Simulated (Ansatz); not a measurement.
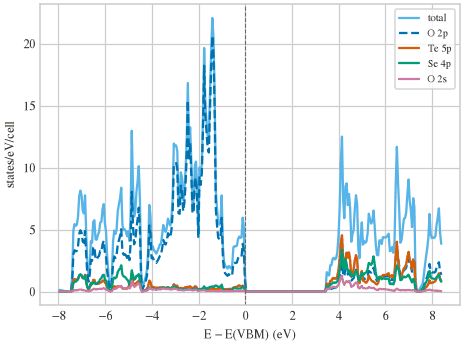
Figure. Total and projected density of states of TeSeO₄ in space group Ima2 (No. 46; Pearson symbol oI24), plane-wave PAW r²SCAN (Ansatz code)

Q: Which orbitals carry the states next to the gap?

A: Top 1 eV of the valence band: O 2p 66 %, Te 5s 12 %, Te 5p 10 %, Se 4p 6 %. Bottom 1 eV of the conduction band: Te 5p 37 %, Se 4p 27 %, O 2p 17 %, O 2s 11 %, outside the projected shells 6 %. Projections are on Löwdin-orthogonalised atomic valence shells; empty p or d shells of many metals are not among them.

Q: Where is the tallest occupied peak in this window, and what makes it?

A: Near -1.4 eV, about 22 states/eV per cell; the largest projected share is O 2p.

The first step of the workflow began from a Materials Project structure, measured or hypothetical; the Crystallography Open Database copy checked does not list it. COD files the formula under space group No. 1. Whether it is the stable phase at ambient conditions was not checked. The r²SCAN relaxation kept the symmetry of its start; its stability against distortions is not shown here. Scalar-relativistic: spin–orbit coupling is off unless named, which matters more the heavier the elements.

Potentials: the later of the program's two PAW sets.
